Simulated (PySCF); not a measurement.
# C7H5ClO2 (3-chlorobenzoic acid): levels of theory compared

We compute a comparison of 6 runs (BLYP/def2-SVP, PBE/def2-SVP, SVWN5/def2-SVP, TPSS/def2-SVP, r2SCAN/def2-SVP, revPBE/def2-SVP) of C7H5ClO2 (3-chlorobenzoic acid). Input form: a Python script.

Program for the calculation: PySCF 2.14.0.

## 1. The molecule

The species is C7H5ClO2 (15 atoms), meant as a singlet with charge 0. As SMILES, `O=C(O)c1cccc(Cl)c1`. Geometry: relaxed at PBE0-D4/def2-TZVP. This is one conformer, not always the lowest.

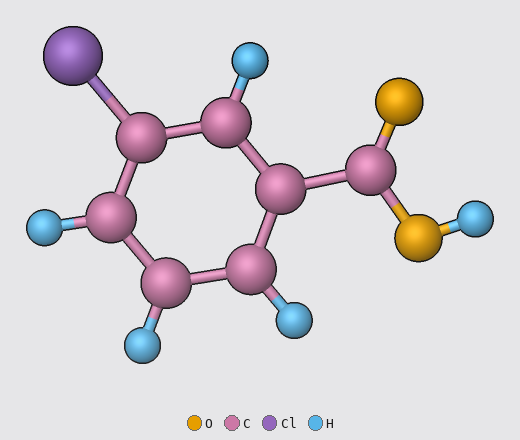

Viewed from a chosen angle; oxygen amber, carbon pink, chlorine purple, hydrogen blue.

## 2. A single-point energy at BLYP/def2-SVP (run 1)

input.xyz reads:

```xyz
15
C7H5ClO2
O      2.253120    -1.790640     0.692050
C      1.603660    -1.345510    -0.217170
O      1.841460    -1.670340    -1.499010
C      0.474740    -0.397840    -0.061030
C     -0.241940     0.086490    -1.149950
C     -1.287260     0.970410    -0.940250
C     -1.621260     1.372760     0.343130
C     -0.897320     0.881260     1.420290
Cl    -1.311770     1.381080     3.019170
C      0.148710    -0.001080     1.231000
H      2.587540    -2.285280    -1.487750
H      0.021560    -0.229820    -2.150190
H     -1.851240     1.353090    -1.782460
H     -2.437110     2.063360     0.515540
H      0.717120    -0.387930     2.066650
```

job.py reads:

```python
from pyscf import gto, dft

mol = gto.M(
    atom='input.xyz',
    verbose=3,
    max_memory=1860,
    basis='def2-svp',
)

myscf = dft.RKS(mol, xc='blyp')
myscf.conv_tol = 1e-10
myscf.grids.level = 5
myscf.kernel()
if not myscf.converged:
    myscf = myscf.newton().run(myscf.mo_coeff, myscf.mo_occ)

etot = myscf.e_tot
print('Final energy', etot)
```

Command:

```bash
$ OMP_NUM_THREADS=1 python job.py
```

Output:

```text
converged SCF energy = -879.832365236608
Final energy -879.8323652366082
```

It took 95 s on 1 thread of Intel Xeon at 2.70GHz, shared host; peak memory 1.4 GiB.

## 3. The energy at PBE/def2-SVP (run 2)

geometry.xyz reads:

```xyz
15

O      2.253120    -1.790640     0.692050
C      1.603660    -1.345510    -0.217170
O      1.841460    -1.670340    -1.499010
C      0.474740    -0.397840    -0.061030
C     -0.241940     0.086490    -1.149950
C     -1.287260     0.970410    -0.940250
C     -1.621260     1.372760     0.343130
C     -0.897320     0.881260     1.420290
Cl    -1.311770     1.381080     3.019170
C      0.148710    -0.001080     1.231000
H      2.587540    -2.285280    -1.487750
H      0.021560    -0.229820    -2.150190
H     -1.851240     1.353090    -1.782460
H     -2.437110     2.063360     0.515540
H      0.717120    -0.387930     2.066650
```

run.py reads:

```python
from pyscf import gto, dft

molecule = gto.M(
    atom='geometry.xyz',
    verbose=4,
    max_memory=1860,
    charge=0,
    basis='def2-svp',
    spin=0,
)

calc0 = dft.RKS(molecule)
calc0.xc = 'pbe'
calc0.grids.level = 5
calc0.conv_tol = 1e-10
calc0.kernel()
if not calc0.converged:
    calc0 = calc0.newton().run(calc0.mo_coeff, calc0.mo_occ)

etot = calc0.e_tot
print('E = %.10f Eh' % etot)
```

Command:

```bash
$ OMP_NUM_THREADS=1 python run.py
```

Output:

```text
PySCF version 2.14.0

[... 96 lines left out ...]
converged SCF energy = -879.298132269888
E = -879.2981322699 Eh
```

It took 99 s on 1 thread of Intel Xeon at 2.70GHz, shared host; peak memory 1.4 GiB.

Run 3 isn't shown in full; the table further down has it.

## 4. The energy at TPSS/def2-SVP (run 4)

run.py reads:

```python
from pyscf import gto, dft

molecule = gto.Mole()
molecule.atom = '''
O      2.253120    -1.790640     0.692050
C      1.603660    -1.345510    -0.217170
O      1.841460    -1.670340    -1.499010
C      0.474740    -0.397840    -0.061030
C     -0.241940     0.086490    -1.149950
C     -1.287260     0.970410    -0.940250
C     -1.621260     1.372760     0.343130
C     -0.897320     0.881260     1.420290
Cl    -1.311770     1.381080     3.019170
C      0.148710    -0.001080     1.231000
H      2.587540    -2.285280    -1.487750
H      0.021560    -0.229820    -2.150190
H     -1.851240     1.353090    -1.782460
H     -2.437110     2.063360     0.515540
H      0.717120    -0.387930     2.066650
'''
molecule.basis = 'def2-svp'
molecule.spin = 0
molecule.max_memory = 1860
molecule.charge = 0
molecule.verbose = 3
molecule.build()

ks = dft.RKS(molecule)
ks.xc = 'tpss'
ks.grids.level = 5
ks.conv_tol = 1e-10
ks.kernel()
if not ks.converged:
    ks = ks.newton().run(ks.mo_coeff, ks.mo_occ)

e_tot = ks.e_tot
print('E = %.10f Eh' % e_tot)
```

Command:

```bash
$ OMP_NUM_THREADS=1 python run.py
```

Output:

```text
converged SCF energy = -880.064804473164
E = -880.0648044732 Eh
```

It took 3.2 min on 1 thread of Intel Xeon at 2.70GHz, shared host; peak memory 1.4 GiB.

Run 5 isn't shown in full; the table further down has it.

## 5. The energy at revPBE/def2-SVP (run 6)

run.py reads:

```python
from pyscf import gto, dft

system = gto.Mole()
system.atom = '''
O      2.253120    -1.790640     0.692050
C      1.603660    -1.345510    -0.217170
O      1.841460    -1.670340    -1.499010
C      0.474740    -0.397840    -0.061030
C     -0.241940     0.086490    -1.149950
C     -1.287260     0.970410    -0.940250
C     -1.621260     1.372760     0.343130
C     -0.897320     0.881260     1.420290
Cl    -1.311770     1.381080     3.019170
C      0.148710    -0.001080     1.231000
H      2.587540    -2.285280    -1.487750
H      0.021560    -0.229820    -2.150190
H     -1.851240     1.353090    -1.782460
H     -2.437110     2.063360     0.515540
H      0.717120    -0.387930     2.066650
'''
system.verbose = 4
system.basis = 'def2-svp'
system.max_memory = 1860
system.build()

mf = dft.RKS(system, xc='revpbe')
mf.grids.level = 5
mf.conv_tol = 1e-10
mf.kernel()
if not mf.converged:
    mf = mf.newton().run(mf.mo_coeff, mf.mo_occ)

e_final = mf.e_tot
print('E = %.10f Eh' % e_final)
```

Command:

```bash
$ OMP_NUM_THREADS=1 python run.py
```

Output:

```text
PySCF version 2.14.0

[... 95 lines left out ...]
converged SCF energy = -879.776494712769
E = -879.7764947128 Eh
```

Run time: 1.8 min. Hardware: 1 thread of Intel Xeon at 2.70GHz, shared host; peak memory 1.4 GiB.

## 6. All runs side by side

| run | level | energy (Eh) | dipole moment (D) | HOMO energy (eV) | LUMO energy (eV) | wall time |
| --- | --- | --- | --- | --- | --- | --- |
| 1 | BLYP/def2-SVP | -879.832365 | 2.42 | -5.99 | -2.16 | 95 s |
| 2 | PBE/def2-SVP | -879.298132 | 2.49 | -6.24 | -2.38 | 99 s |
| 3 | SVWN5/def2-SVP | -874.992837 | 2.48 | -6.40 | -2.61 | 54 s |
| 4 | TPSS/def2-SVP | -880.064804 | 2.63 | -6.30 | -2.28 | 3.2 min |
| 5 | r2SCAN/def2-SVP | -879.718585 | 2.70 | -6.54 | -2.37 | 2.4 min |
| 6 | revPBE/def2-SVP | -879.776495 | 2.51 | -6.20 | -2.31 | 1.8 min |

## 7. What came out

| quantity | value |
| --- | --- |
| run 6: total energy | -879.77649 Eh |
| run 6: dipole moment | 2.51 D |
| run 6: HOMO energy | -6.20 eV |
| run 6: LUMO energy | -2.31 eV |
| run 6: HOMO–LUMO gap | 3.89 eV |

In words: The dipole moment (its size) runs from 2.42 D (BLYP/def2-SVP) to 2.70 D (r2SCAN/def2-SVP). The HOMO–LUMO gap runs from 3.79 eV (SVWN5/def2-SVP) to 4.17 eV (r2SCAN/def2-SVP). Totals of different functionals can't be ranked against each other. All runs together took 11 min, the longest 3.2 min.
